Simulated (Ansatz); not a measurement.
# SiNH₅ (SMILES N[SiH3]): a rigid scan of the bond length N1–H3

How does the energy rise as the bond length N1–H3 leaves its equilibrium value, and do density functionals follow CCSD(T)? No other atom is relaxed.

Program: Ansatz 0.2.0, Gaussian basis. Level of theory: single points in def2-TZVPP. These are calculated values, not measurements.

Levels: PBE-D4, r2SCAN-D4, PBE0-D4, B3LYP-D4, wB97M-V, Hartree-Fock, MP2, CCSD, CCSD(T). The scan takes 0.886, 0.922, 0.973, 1.033, 1.099, 1.171, 1.247, 1.327, 1.410 Å.

Correlated methods freeze the cores. B3LYP uses VWN-RPA correlation.

27 further runs of the same task are left out: 27 set aside as unsound or not needed.

## (1) Starting geometry

The minimum, relaxed at PBE0-D4: 7 atoms, charge 0, spin multiplicity 1.

Atoms are counted from 1 here; the program's logs count them from 0.

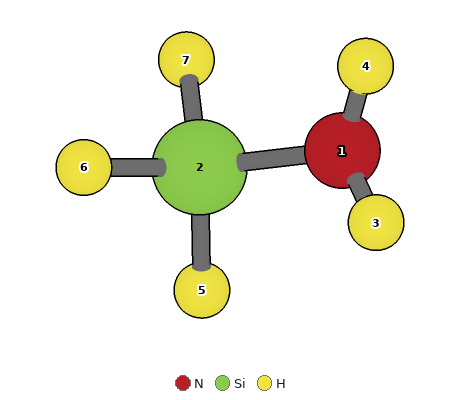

Start geometry, drawn with nitrogen red, silicon green, hydrogen yellow; atoms are numbered from 1 in the order of the file.

Geometry (Å):

| atom | x (Å) | y (Å) | z (Å) |
| --- | --- | --- | --- |
| N1 | -0.09771 | -1.07103 | -0.02090 |
| Si2 | 0.12802 | 0.63260 | -0.09504 |
| H3 | -1.01774 | -1.45777 | -0.15744 |
| H4 | 0.41903 | -1.61288 | 0.65294 |
| H5 | -0.52804 | 1.12650 | -1.33324 |
| H6 | -0.43150 | 1.41663 | 1.04714 |
| H7 | 1.58923 | 0.89794 | -0.13916 |

Energies of the minimum (eV), from earlier single points: PBE-D4 -9444.37367, r2SCAN-D4 -9448.88777, PBE0-D4 -9445.38751, B3LYP-D4 -9451.49956, wB97M-V -9448.99796, CCSD(T) -9435.43338.

At the minimum the bond length N1–H3 is 1.007 Å.

## (2) N1–H3 = 0.886 Å

ccsdt-tzvpp/in.yaml reads:

```yaml
crystal:
  periodic: [false, false, false]
  atoms:
    - {symbol: N, position_ang: [-0.097708, -1.071027, -0.020896]}
    - {symbol: Si, position_ang: [0.128020, 0.632596, -0.095040]}
    - {symbol: H, position_ang: [-0.906942, -1.411192, -0.140995]}
    - {symbol: H, position_ang: [0.419035, -1.612875, 0.652936]}
    - {symbol: H, position_ang: [-0.528044, 1.126499, -1.333240]}
    - {symbol: H, position_ang: [-0.431496, 1.416634, 1.047139]}
    - {symbol: H, position_ang: [1.589234, 0.897941, -0.139161]}
basis:
  gaussian: {orbitals: def2-TZVPP}
correlation: {method: ccsd_t}
```

The command line of these runs was not kept.

Output:

```text
Functional definition: HF
  name "HF"
  cite "Fock, Z. Phys. 61, 126 (1930) doi:10.1007/BF01340294"
  parent pbe
  exchange = exact_x
  correlation = 0
803 factors; integrals over basis functions are off by at most 1.1e-3 eV
mean field evaluation 1: about -9421.7184 eV, gradient 3.5e1 eV
mean field evaluation 2: about -9421.7206 eV, gradient 3.5e1 eV
mean field evaluation 4: about -9424.2767 eV, gradient 2.5e0 eV
mean field evaluation 8: about -9424.3031 eV, gradient 3.6e-4 eV
mean field evaluation 16: about -9424.3027 eV, gradient 2.9e-1 eV
mean field -9424.30313908 eV, -346.3367523389 hartree, gradient 5.8e-6 eV, S^2 0.000000; 0 other end points of the search recorded, 0 dependent functions left out
6 core orbitals not correlated: weight in the atoms' cores, before any rotation towards them, 1.000 or more for the frozen orbitals, at most 0.000 for the correlated occupied ones
reference -9424.30313908 eV, -346.3367523389 hartree; 7, 7 occupied and 130, 130 virtual orbitals, 803 factors
second order -9.51619092 eV of doubles, -0.00000000 eV of singles
cycle   1  -10.06212754 eV  change   -5.5e-1 eV  update   6.2e-2
cycle   2  -10.34079497 eV  change   -2.8e-1 eV  update   1.9e-2
cycle   3  -10.36890860 eV  change   -2.8e-2 eV  update   6.6e-3
cycle   4  -10.36558005 eV  change    3.3e-3 eV  update   1.8e-3
cycle   5  -10.36573226 eV  change   -1.5e-4 eV  update   6.5e-4
cycle   6  -10.36565231 eV  change    8.0e-5 eV  update   1.7e-4
cycle   7  -10.36561981 eV  change    3.2e-5 eV  update   5.2e-5
cycle   8  -10.36562972 eV  change   -9.9e-6 eV  update   2.1e-5
cycle   9  -10.36562696 eV  change    2.8e-6 eV  update   7.8e-6
perturbative correction -0.32207067 eV, -0.0118358787 hartree
Total energy: -9434.99083670 eV, -346.7295179823 hartree
```

It took 7.5 s on 2 threads, shared host; peak memory 0.81 GiB.

The other levels were run on the same coordinates; their logs were not kept, and their results stand in the tables.

## (3) N1–H3 = 0.922 Å

Changes to ccsdt-tzvpp/in.yaml since step 2:

```diff
@@ -5,3 +5,3 @@
     - {symbol: Si, position_ang: [0.128020, 0.632596, -0.095040]}
-    - {symbol: H, position_ang: [-0.906942, -1.411192, -0.140995]}
+    - {symbol: H, position_ang: [-0.939823, -1.425013, -0.145875]}
     - {symbol: H, position_ang: [0.419035, -1.612875, 0.652936]}
```

Output, cut to the lines that bear on the results:

```text
[... 4 set-up lines as earlier in the session ...]
[...]
805 factors; integrals over basis functions are off by at most 1.1e-3 eV
[...]
mean field -9424.52548148 eV, -346.3449232716 hartree, gradient 5.5e-6 eV, S^2 0.000000; 0 other end points of the search recorded, 0 dependent functions left out
6 core orbitals not correlated: weight in the atoms' cores, before any rotation towards them, 1.000 or more for the frozen orbitals, at most 0.000 for the correlated occupied ones
reference -9424.52548148 eV, -346.3449232716 hartree; 7, 7 occupied and 130, 130 virtual orbitals, 805 factors
second order -9.53424787 eV of doubles, -0.00000000 eV of singles
cycle   1  -10.07487668 eV  change   -5.4e-1 eV  update   6.3e-2
[...]
cycle   9  -10.38146116 eV  change    3.2e-6 eV  update   8.1e-6
perturbative correction -0.32511649 eV, -0.0119478105 hartree
Total energy: -9435.23205912 eV, -346.7383827428 hartree
```

It took 8 s on 2 threads, shared host; peak memory 0.8 GiB.

## (4) N1–H3 = 0.973 Å

Changes to ccsdt-tzvpp/in.yaml since step 3:

```diff
@@ -5,3 +5,3 @@
     - {symbol: Si, position_ang: [0.128020, 0.632596, -0.095040]}
-    - {symbol: H, position_ang: [-0.939823, -1.425013, -0.145875]}
+    - {symbol: H, position_ang: [-0.986404, -1.444594, -0.152788]}
     - {symbol: H, position_ang: [0.419035, -1.612875, 0.652936]}
```

Output, cut to the lines that bear on the results:

```text
[... 4 set-up lines as earlier in the session ...]
[...]
808 factors; integrals over basis functions are off by at most 1.1e-3 eV
[...]
mean field -9424.66891000 eV, -346.3501941726 hartree, gradient 5.1e-6 eV, S^2 0.000000; 0 other end points of the search recorded, 0 dependent functions left out
6 core orbitals not correlated: weight in the atoms' cores, before any rotation towards them, 1.000 or more for the frozen orbitals, at most 0.000 for the correlated occupied ones
reference -9424.66891000 eV, -346.3501941726 hartree; 7, 7 occupied and 130, 130 virtual orbitals, 808 factors
second order -9.56132323 eV of doubles, -0.00000000 eV of singles
cycle   1  -10.09422101 eV  change   -5.3e-1 eV  update   6.3e-2
[...]
cycle   9  -10.40584035 eV  change    3.4e-6 eV  update   8.7e-6
perturbative correction -0.32963848 eV, -0.0121139909 hartree
Total energy: -9435.40438883 eV, -346.7447157428 hartree
```

Wall time 8 s (2 threads, shared host); peak memory 0.8 GiB.

## (5) N1–H3 = 1.033 Å

Changes to ccsdt-tzvpp/in.yaml since step 4:

```diff
@@ -5,3 +5,3 @@
     - {symbol: Si, position_ang: [0.128020, 0.632596, -0.095040]}
-    - {symbol: H, position_ang: [-0.986404, -1.444594, -0.152788]}
+    - {symbol: H, position_ang: [-1.041206, -1.467630, -0.160921]}
     - {symbol: H, position_ang: [0.419035, -1.612875, 0.652936]}
```

Output, cut to the lines that bear on the results:

```text
[... 4 set-up lines as earlier in the session ...]
[...]
809 factors; integrals over basis functions are off by at most 1.2e-3 eV
[...]
mean field -9424.64636284 eV, -346.3493655796 hartree, gradient 4.4e-6 eV, S^2 0.000000; 0 other end points of the search recorded, 0 dependent functions left out
6 core orbitals not correlated: weight in the atoms' cores, before any rotation towards them, 1.000 or more for the frozen orbitals, at most 0.000 for the correlated occupied ones
reference -9424.64636284 eV, -346.3493655796 hartree; 7, 7 occupied and 130, 130 virtual orbitals, 809 factors
second order -9.59508022 eV of doubles, -0.00000000 eV of singles
cycle   1  -10.11871014 eV  change   -5.2e-1 eV  update   6.4e-2
[...]
cycle   9  -10.43730703 eV  change    4.2e-6 eV  update   9.5e-6
perturbative correction -0.33527333 eV, -0.0123210675 hartree
Total energy: -9435.41894319 eV, -346.7452506057 hartree
```

Wall time 6.5 s (2 threads, shared host); peak memory 0.8 GiB.

## (6) N1–H3 = 1.099 Å

Changes to ccsdt-tzvpp/in.yaml since step 5:

```diff
@@ -5,3 +5,3 @@
     - {symbol: Si, position_ang: [0.128020, 0.632596, -0.095040]}
-    - {symbol: H, position_ang: [-1.041206, -1.467630, -0.160921]}
+    - {symbol: H, position_ang: [-1.101487, -1.492969, -0.169867]}
     - {symbol: H, position_ang: [0.419035, -1.612875, 0.652936]}
```

Output, cut to the lines that bear on the results:

```text
[... 4 set-up lines as earlier in the session ...]
[...]
810 factors; integrals over basis functions are off by at most 1.2e-3 eV
[...]
mean field -9424.45618477 eV, -346.3423766645 hartree, gradient 3.6e-6 eV, S^2 0.000000; 0 other end points of the search recorded, 0 dependent functions left out
6 core orbitals not correlated: weight in the atoms' cores, before any rotation towards them, 1.000 or more for the frozen orbitals, at most 0.000 for the correlated occupied ones
reference -9424.45618477 eV, -346.3423766645 hartree; 7, 7 occupied and 130, 130 virtual orbitals, 810 factors
second order -9.63418392 eV of doubles, -0.00000000 eV of singles
cycle   1  -10.14757593 eV  change   -5.1e-1 eV  update   6.5e-2
[...]
cycle   9  -10.47525983 eV  change    5.3e-6 eV  update   1.0e-5
perturbative correction -0.34188375 eV, -0.0125639959 hartree
Total energy: -9435.27332835 eV, -346.7398993588 hartree
```

Run time: 7.5 s. Hardware: 2 threads, shared host; peak memory 0.8 GiB.

## (7) N1–H3 = 1.171 Å

Changes to ccsdt-tzvpp/in.yaml since step 6:

```diff
@@ -5,3 +5,3 @@
     - {symbol: Si, position_ang: [0.128020, 0.632596, -0.095040]}
-    - {symbol: H, position_ang: [-1.101487, -1.492969, -0.169867]}
+    - {symbol: H, position_ang: [-1.167249, -1.520612, -0.179627]}
     - {symbol: H, position_ang: [0.419035, -1.612875, 0.652936]}
```

Output, cut to the lines that bear on the results:

```text
[... 4 set-up lines as earlier in the session ...]
[...]
809 factors; integrals over basis functions are off by at most 1.1e-3 eV
[...]
mean field -9424.12025789 eV, -346.3300315794 hartree, gradient 3.9e-6 eV, S^2 0.000000; 0 other end points of the search recorded, 0 dependent functions left out
6 core orbitals not correlated: weight in the atoms' cores, before any rotation towards them, 1.000 or more for the frozen orbitals, at most 0.000 for the correlated occupied ones
reference -9424.12025789 eV, -346.3300315794 hartree; 7, 7 occupied and 130, 130 virtual orbitals, 809 factors
second order -9.67874372 eV of doubles, -0.00000000 eV of singles
cycle   1  -10.18110998 eV  change   -5.0e-1 eV  update   6.7e-2
[...]
cycle   9  -10.52052451 eV  change    6.6e-6 eV  update   1.2e-5
perturbative correction -0.34962792 eV, -0.0128485891 hartree
Total energy: -9434.99041032 eV, -346.7295023132 hartree
```

It took 7 s on 2 threads, shared host; peak memory 0.81 GiB.

## (8) N1–H3 = 1.247 Å

Changes to ccsdt-tzvpp/in.yaml since step 7:

```diff
@@ -5,3 +5,3 @@
     - {symbol: Si, position_ang: [0.128020, 0.632596, -0.095040]}
-    - {symbol: H, position_ang: [-1.167249, -1.520612, -0.179627]}
+    - {symbol: H, position_ang: [-1.236664, -1.549791, -0.189929]}
     - {symbol: H, position_ang: [0.419035, -1.612875, 0.652936]}
```

Output, cut to the lines that bear on the results:

```text
[... 4 set-up lines as earlier in the session ...]
[...]
811 factors; integrals over basis functions are off by at most 1.1e-3 eV
[...]
mean field -9423.67802013 eV, -346.3137796413 hartree, gradient 4.6e-6 eV, S^2 0.000000; 0 other end points of the search recorded, 0 dependent functions left out
6 core orbitals not correlated: weight in the atoms' cores, before any rotation towards them, 1.000 or more for the frozen orbitals, at most 0.000 for the correlated occupied ones
reference -9423.67802013 eV, -346.3137796413 hartree; 7, 7 occupied and 130, 130 virtual orbitals, 811 factors
second order -9.72748582 eV of doubles, -0.00000000 eV of singles
cycle   1  -10.21857268 eV  change   -4.9e-1 eV  update   6.9e-2
[...]
cycle   9  -10.57260325 eV  change    8.5e-6 eV  update   1.5e-5
perturbative correction -0.35847787 eV, -0.0131738186 hartree
Total energy: -9434.60910125 eV, -346.7154894631 hartree
```

Run time: 6.5 s. Hardware: 2 threads, shared host; peak memory 0.81 GiB.

## (9) N1–H3 = 1.327 Å

Changes to ccsdt-tzvpp/in.yaml since step 8:

```diff
@@ -5,3 +5,3 @@
     - {symbol: Si, position_ang: [0.128020, 0.632596, -0.095040]}
-    - {symbol: H, position_ang: [-1.236664, -1.549791, -0.189929]}
+    - {symbol: H, position_ang: [-1.309733, -1.580506, -0.200773]}
     - {symbol: H, position_ang: [0.419035, -1.612875, 0.652936]}
```

Output, cut to the lines that bear on the results:

```text
[... 4 set-up lines as earlier in the session ...]
[...]
812 factors; integrals over basis functions are off by at most 1.1e-3 eV
[...]
mean field -9423.16072844 eV, -346.2947695226 hartree, gradient 6.6e-6 eV, S^2 0.000000; 0 other end points of the search recorded, 0 dependent functions left out
6 core orbitals not correlated: weight in the atoms' cores, before any rotation towards them, 1.000 or more for the frozen orbitals, at most 0.000 for the correlated occupied ones
reference -9423.16072844 eV, -346.2947695226 hartree; 7, 7 occupied and 130, 130 virtual orbitals, 812 factors
second order -9.78037065 eV of doubles, -0.00000000 eV of singles
cycle   1  -10.26016870 eV  change   -4.8e-1 eV  update   7.1e-2
[...]
cycle  10  -10.63229917 eV  change    4.5e-6 eV  update   8.3e-6
perturbative correction -0.36867916 eV, -0.0135487094 hartree
Total energy: -9434.16170678 eV, -346.6990480197 hartree
```

Run time: 7.5 s. Hardware: 2 threads, shared host; peak memory 0.81 GiB.

## (10) N1–H3 = 1.410 Å

Changes to ccsdt-tzvpp/in.yaml since step 9:

```diff
@@ -5,3 +5,3 @@
     - {symbol: Si, position_ang: [0.128020, 0.632596, -0.095040]}
-    - {symbol: H, position_ang: [-1.309733, -1.580506, -0.200773]}
+    - {symbol: H, position_ang: [-1.385541, -1.612372, -0.212024]}
     - {symbol: H, position_ang: [0.419035, -1.612875, 0.652936]}
```

Output, cut to the lines that bear on the results:

```text
[... 4 set-up lines as earlier in the session ...]
[...]
811 factors; integrals over basis functions are off by at most 1.1e-3 eV
[...]
mean field -9422.60149612 eV, -346.2742181138 hartree, gradient 9.1e-6 eV, S^2 0.000000; 0 other end points of the search recorded, 0 dependent functions left out
6 core orbitals not correlated: weight in the atoms' cores, before any rotation towards them, 1.000 or more for the frozen orbitals, at most 0.000 for the correlated occupied ones
reference -9422.60149612 eV, -346.2742181138 hartree; 7, 7 occupied and 130, 130 virtual orbitals, 811 factors
second order -9.83685634 eV of doubles, -0.00000000 eV of singles
cycle   1  -10.30569996 eV  change   -4.7e-1 eV  update   7.4e-2
[...]
cycle  10  -10.69988076 eV  change    9.7e-6 eV  update   1.3e-5
perturbative correction -0.38046249 eV, -0.0139817388 hartree
Total energy: -9433.68183937 eV, -346.6814132178 hartree
```

Wall time 10 s (2 threads, shared host); peak memory 0.8 GiB.

## (11) All points together

Energies less that of the minimum at the same level (eV):

| bond length (Å) | PBE-D4 | r2SCAN-D4 | PBE0-D4 | B3LYP-D4 | wB97M-V | Hartree-Fock | MP2 | CCSD | CCSD(T) |
| --- | --- | --- | --- | --- | --- | --- | --- | --- | --- |
| 0.886 | 0.482 | 0.442 | 0.440 | 0.440 | 0.438 | 0.374 | 0.438 | 0.432 | 0.443 |
| 0.922 | 0.230 | 0.202 | 0.200 | 0.201 | 0.199 | 0.152 | 0.198 | 0.194 | 0.201 |
| 0.973 | 0.041 | 0.029 | 0.028 | 0.029 | 0.028 | 0.008 | 0.027 | 0.026 | 0.029 |
| 1.007 (minimum) | 0.000 | 0.000 | 0.000 | 0.000 | 0.000 | 0.000 | 0.000 | 0.000 | 0.000 |
| 1.033 | 0.006 | 0.014 | 0.015 | 0.014 | 0.015 | 0.031 | 0.016 | 0.017 | 0.014 |
| 1.099 | 0.128 | 0.158 | 0.164 | 0.157 | 0.163 | 0.221 | 0.167 | 0.169 | 0.160 |
| 1.171 | 0.387 | 0.439 | 0.453 | 0.436 | 0.450 | 0.557 | 0.458 | 0.460 | 0.443 |
| 1.247 | 0.744 | 0.818 | 0.843 | 0.814 | 0.838 | 0.999 | 0.852 | 0.850 | 0.824 |
| 1.327 | 1.166 | 1.265 | 1.302 | 1.256 | 1.298 | 1.516 | 1.316 | 1.308 | 1.272 |
| 1.410 | 1.622 | 1.747 | 1.796 | 1.731 | 1.796 | 2.076 | 1.819 | 1.799 | 1.752 |

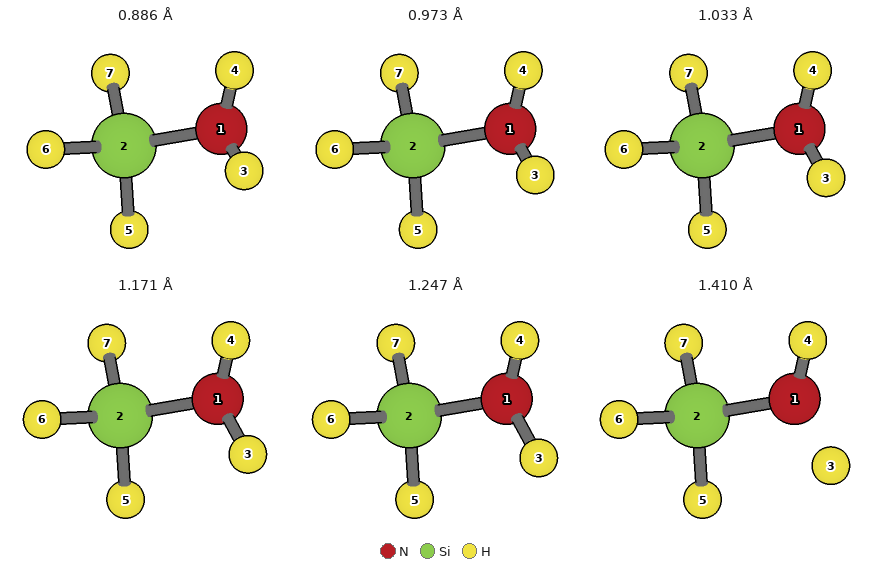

Structures along the scan.

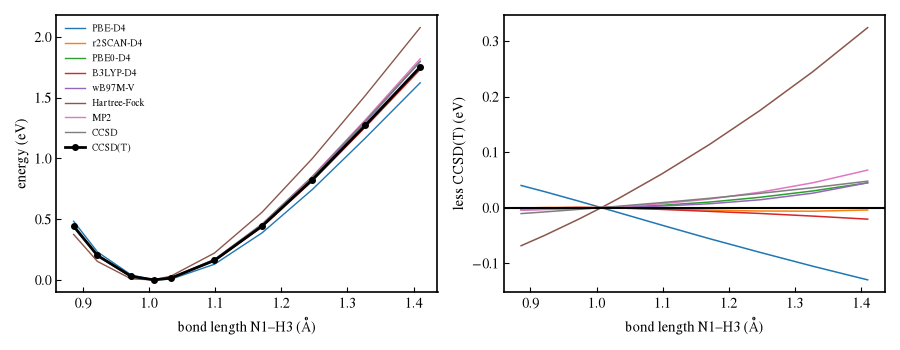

The curves (left) and their differences from CCSD(T) (right).

Miss and cost, level by level (times from a shared host):

| method | RMS deviation from CCSD(T) (eV) | mean time a point |
| --- | --- | --- |
| PBE-D4 | 0.068 | 1.2 s |
| r2SCAN-D4 | 0.004 | 2 s |
| PBE0-D4 | 0.019 | 1.3 s |
| B3LYP-D4 | 0.010 | 1.4 s |
| wB97M-V | 0.018 | 3.6 s |
| Hartree-Fock | 0.156 | part of the CCSD(T) run |
| MP2 | 0.029 | part of the CCSD(T) run |
| CCSD | 0.023 | part of the CCSD(T) run |
| CCSD(T) | 0 | 7.6 s |

For cost: r2SCAN-D4 comes within 0.004 eV at 2 s a point, where CCSD(T) needs 7.6 s.

## (12) Results

```
                       quantity                                                                                                                      value
         highest point, CCSD(T)                                                                                                        1.752 eV at 1.410 Å
          lowest point, CCSD(T)                                                                                                        0.000 eV at 1.007 Å
minimum along the scan, CCSD(T)                                                                                                                    1.007 Å
                curvature there                                                                                                                 46.6 eV/Å²
     RMS deviation from CCSD(T)  PBE-D4 0.068, r2SCAN-D4 0.004, PBE0-D4 0.019, B3LYP-D4 0.010, wB97M-V 0.018, Hartree-Fock 0.156, MP2 0.029, CCSD 0.023 eV
          largest T1 diagnostic                                                                                                                      0.011
```

A polynomial through the near points puts the CCSD(T) minimum at the PBE0-D4 value. The well is lopsided: squeezing costs more than stretching by the same length. Curvature against CCSD(T): PBE-D4 -5 %, Hartree-Fock +10 %. Best along the scan: r2SCAN-D4. Worst: Hartree-Fock.
